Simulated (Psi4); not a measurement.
# C2H3S (SMILES C[C]=S): levels of theory compared

Aim: a comparison of 4 runs (UHF/def2-SVP, UPBE0/def2-SVP, UTPSSh/def2-SVPD, UTPSSh-D3(BJ)+ATM/def2-TZVP) of C2H3S. 

The results are computed with Psi4 1.11.

1 further run of the same task is left out (set aside as unsound or not needed).

### Step 1. The molecule

C2H3S: 6 atoms, total charge 0, spin state doublet. SMILES: `C[C]=S`. Geometry: relaxed at GFN2-xTB.

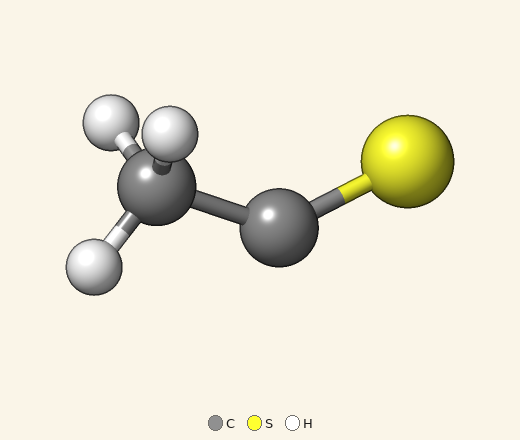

The structure, seen from a chosen angle (carbon grey, sulfur yellow, hydrogen white).

### Step 2. The energy at UHF/def2-SVP (run 1)

calc.inp

```
memory 1600 mb

molecule {
  0 2
  C     -0.346380     0.309820    -0.233500
  C      0.206870    -0.890160     0.383440
  S      1.579630    -1.298300     1.037820
  H     -1.386870     0.160740    -0.523040
  H      0.233690     0.564840    -1.123230
  H     -0.286940     1.153060     0.458510
  symmetry c1
}

set basis def2-SVP
set reference uhf
set puream true
set e_convergence 1e-09
set d_convergence 1e-08
set scf_type pk
set maxiter 200

result, w = energy("hf", return_wfn=True)
```

Launch:

```sh
$ psi4 -i calc.inp -o calc.out -n 1
```

calc.out:

```text
[...]
  Running in c1 symmetry.
[...]
  Nuclear repulsion =   85.236476579974166
[...]
  Multiplicity = 2
[...]
  Nalpha       = 16
  Nbeta        = 15
[...]
    Number of basis functions: 61
[...]
   @UHF iter   1:  -474.70073741526301   -5.15786e-01   4.36791e-03 ADIIS/DIIS
[...]
   @UHF iter  23:  -474.76250272250689   -6.65068e-12   6.81116e-09 DIIS
[...]
   @S^2 Observed:                9.572588791E-01
[...]
    Orbital Energies [Eh]
    ---------------------
    Alpha Occupied:
       1A    -91.916852     2A    -11.313501     3A    -11.257265
       4A     -8.954393     5A     -6.644047     6A     -6.640346
       7A     -6.633278     8A     -1.107392     9A     -0.968690
      10A     -0.722766    11A     -0.624235    12A     -0.611511
      13A     -0.565565    14A     -0.476000    15A     -0.411323
      16A     -0.315333
    Alpha Virtual:
      17A      0.062505    18A      0.181539    19A      0.244260
      20A      0.255468    21A      0.327675    22A      0.408273
      23A      0.478731    24A      0.575245    25A      0.626303
[...]
  @UHF Final Energy:  -474.76250272250689
   => Energetics <=
    Nuclear Repulsion Energy =             85.2364765799741662
    One-Electron Energy =                -822.2536446858366617
    Two-Electron Energy =                 262.2546653833556434
    Total Energy =                       -474.7625027225068948
  UHF NO Occupations:
  HONO-2 :   14  A 1.9955122
  HONO-1 :   15  A 1.8997342
[...]
 Multipole Moments:
 ------------------------------------------------------------------------------------
     Multipole            Electronic (a.u.)      Nuclear  (a.u.)        Total (a.u.)
 ------------------------------------------------------------------------------------
 L = 1.  Multiply by 2.5417464519 to convert [e a0] to [Debye]
 Dipole X            :          3.1668138           -3.5881840           -0.4213702
 Dipole Y            :         -3.3438735            3.9682864            0.6244129
 Dipole Z            :          2.3362192           -2.7117238           -0.3755046
 Magnitude           :                                                    0.8416935
[...]
```

Wall time 1.6 s (1 thread of INTEL XEON PLATINUM 8581C at 2.30GHz (Emerald Rapids), shared host); peak memory 0.21 GiB.

### Step 3. The energy at UPBE0/def2-SVP (run 2)

job.dat

```
memory 1.6 GB

molecule m {
  0 2
  C     -0.65456334     0.58547495    -0.44125105
  C      0.39092764    -1.68215861     0.72459659
  S      2.98506808    -2.45343143     1.96119557
  H     -2.62080447     0.30375458    -0.98840235
  H      0.44161010     1.06739290    -2.12259707
  H     -0.54223801     2.17896761     0.86645833
  units bohr
  symmetry c1
  no_reorient
  no_com
}

set {
  basis def2-SVP
  reference uks
  puream true
  e_convergence 1e-09
  d_convergence 1e-08
  scf_type pk
  dft_radial_points 99
  dft_spherical_points 590
  maxiter 200
}

E, wfn = energy("pbe0", return_wfn=True)
print_variables()
```

Launch:

```sh
$ psi4 job.dat job.out -n 1
```

job.out:

```text
[...]
  Running in c1 symmetry.
[...]
  Nuclear repulsion =   85.236476514328089
[...]
  Multiplicity = 2
[...]
  Nalpha       = 16
  Nbeta        = 15
[...]
    Number of basis functions: 61
[...]
   @UKS iter   1:  -475.48230648208494   -1.28340e-01   1.04197e-02 DIIS/ADIIS
[...]
   @UKS iter  15:  -475.71187484888691   -1.19371e-12   2.65576e-09 DIIS
[...]
   @S^2 Observed:                7.564316093E-01
[...]
    Orbital Energies [Eh]
    ---------------------
    Alpha Occupied:
       1A    -89.007592     2A    -10.301549     3A    -10.260501
       4A     -8.010499     5A     -5.950677     6A     -5.948713
       7A     -5.946340     8A     -0.846085     9A     -0.749557
      10A     -0.542031    11A     -0.464539    12A     -0.462201
      13A     -0.426226    14A     -0.332451    15A     -0.321318
      16A     -0.196519
    Alpha Virtual:
      17A     -0.071429    18A      0.078404    19A      0.124679
      20A      0.136313    21A      0.165289    22A      0.250443
      23A      0.323669    24A      0.418230    25A      0.456801
[...]
  @UKS Final Energy:  -475.71187484888691
   => Energetics <=
    Nuclear Repulsion Energy =             85.2364765143280891
    One-Electron Energy =                -822.6577543856385546
    Two-Electron Energy =                 289.9597827749358316
    DFT Exchange-Correlation Energy =     -28.2503797525122273
    Empirical Dispersion Energy =           0.0000000000000000
    VV10 Nonlocal Energy =                  0.0000000000000000
    Total Energy =                       -475.7118748488869073
[...]
 Multipole Moments:
 ------------------------------------------------------------------------------------
     Multipole            Electronic (a.u.)      Nuclear  (a.u.)        Total (a.u.)
 ------------------------------------------------------------------------------------
 L = 1.  Multiply by 2.5417464519 to convert [e a0] to [Debye]
 Dipole X            :        -43.7356683           43.4578427           -0.2778256
 Dipole Y            :         42.9734348          -42.2848897            0.6885450
 Dipole Z            :        -31.1805500           30.8346613           -0.3458887
 Magnitude           :                                                    0.8190973
[...]
```

Run time: 12 s. Hardware: 1 thread of INTEL XEON PLATINUM 8581C at 2.30GHz (Emerald Rapids), shared host; peak memory 0.77 GiB.

Run 3 isn't shown in full; the table further down has it.

### Step 4. A single-point energy at UTPSSh-D3(BJ)+ATM/def2-TZVP (density fitting, C-PCM cyclohexane) (run 4)

input.inp

```
memory 1.6 GB

molecule geom {
  0 2
  C     -0.346380     0.309820    -0.233500
  C      0.206870    -0.890160     0.383440
  S      1.579630    -1.298300     1.037820
  H     -1.386870     0.160740    -0.523040
  H      0.233690     0.564840    -1.123230
  H     -0.286940     1.153060     0.458510
  symmetry c1
}

set basis def2-TZVP
set reference uks
set pcm true

pcm = {
  Units = Angstrom
  Medium {
    SolverType = CPCM
    Solvent = Cyclohexane
  }
  Cavity {
    Type = GePol
    RadiiSet = Bondi
    Scaling = True
    Area = 0.3
    Mode = Implicit
  }
}

result, w = energy('tpssh-d3bjatm', return_wfn=True)
```

Launch:

```sh
$ psi4 input.inp input.out -n 1
```

input.out:

```text
[...]
  Running in c1 symmetry.
[...]
  Nuclear repulsion =   85.236476579974166
[...]
  Multiplicity = 2
[...]
  Nalpha       = 16
  Nbeta        = 15
[...]
    Number of basis functions: 117
[...]
   @DF-UKS iter   1:  -475.76772601567694    4.54184e-03   7.95895e-03 DIIS/ADIIS
[...]
   @DF-UKS iter  11:  -476.20518818531156   -2.54684e-07   8.40893e-07 DIIS
[...]
   @S^2 Observed:                7.580026536E-01
[...]
    Orbital Energies [Eh]
    ---------------------
    Alpha Occupied:
       1A    -88.722214     2A    -10.183418     3A    -10.135654
       4A     -7.869028     5A     -5.817425     6A     -5.816075
       7A     -5.813234     8A     -0.804865     9A     -0.711135
      10A     -0.513842    11A     -0.432452    12A     -0.430466
      13A     -0.397007    14A     -0.308173    15A     -0.300926
      16A     -0.180383
    Alpha Virtual:
      17A     -0.095155    18A      0.049839    19A      0.081312
      20A      0.108829    21A      0.113782    22A      0.129614
      23A      0.176071    24A      0.199518    25A      0.210670
[...]
  @DF-UKS Final Energy:  -476.20518818531156
   => Energetics <=
    Nuclear Repulsion Energy =             85.2364765799741662
    One-Electron Energy =                -823.1107097835908917
    Two-Electron Energy =                 295.6814618888740824
    DFT Exchange-Correlation Energy =     -34.0064600179248657
    Empirical Dispersion Energy =          -0.0042285924929227
    VV10 Nonlocal Energy =                  0.0000000000000000
    PCM Polarization Energy =              -0.0017282601510887
    Total Energy =                       -476.2051881853115560
[...]
 Multipole Moments:
 ------------------------------------------------------------------------------------
     Multipole            Electronic (a.u.)      Nuclear  (a.u.)        Total (a.u.)
 ------------------------------------------------------------------------------------
 L = 1.  Multiply by 2.5417464519 to convert [e a0] to [Debye]
 Dipole X            :          3.2155258           -3.5881840           -0.3726582
 Dipole Y            :         -3.2094297            3.9682864            0.7588567
 Dipole Z            :          2.3067928           -2.7117238           -0.4049309
 Magnitude           :                                                    0.9373936
[...]
```

Wall time 21 s (1 thread of INTEL XEON PLATINUM 8581C at 2.30GHz (Emerald Rapids), shared host); peak memory 1.2 GiB.

### Step 5. The series

| run | level | integration grid | task | energy (Eh) | dipole moment (D) | HOMO energy (eV) | LUMO energy (eV) | wall time |
| --- | --- | --- | --- | --- | --- | --- | --- | --- |
| 1 | UHF/def2-SVP | – | energy | -474.762503 | 2.14 | -8.58 | 1.70 | 1.6 s |
| 2 | UPBE0/def2-SVP | 99 radial × 590 angular | energy | -475.711875 | 2.08 | -5.35 | -1.94 | 12 s |
| 3 | UTPSSh/def2-SVPD | 99 radial × 590 angular | gradient | -475.984681 | 2.12 | -4.94 | -2.70 | 55 s |
| 4 | UTPSSh-D3(BJ)+ATM/def2-TZVP (density fitting, C-PCM cyclohexane) | 75 radial × 302 angular | energy | -476.205188 | 2.38 | -4.91 | -2.59 | 21 s |

### Step 6. Outcome

| quantity | value |
| --- | --- |
| run 4: total energy | -476.20519 Eh |
| run 4: dipole moment | 2.38 D |
| run 4: HOMO energy (highest over α and β) | -4.91 eV |
| run 4: LUMO energy (lowest over α and β) | -2.59 eV |
| run 4: dispersion energy | -11.10 kJ/mol |
| run 4: solvent term in the energy | -4.5 kJ/mol |
| run 4: ⟨S²⟩ | 0.758 |

In words: The dipole moment (its size) runs from 2.08 D (UPBE0/def2-SVP) to 2.38 D (UTPSSh-D3(BJ)+ATM/def2-TZVP). The two ends differ in method and basis and solvent. Totals of different functionals can't be ranked against each other. Spin contamination of the reference: run 1 ⟨S²⟩ = 0.96. All runs together took 90 s, the longest 55 s.
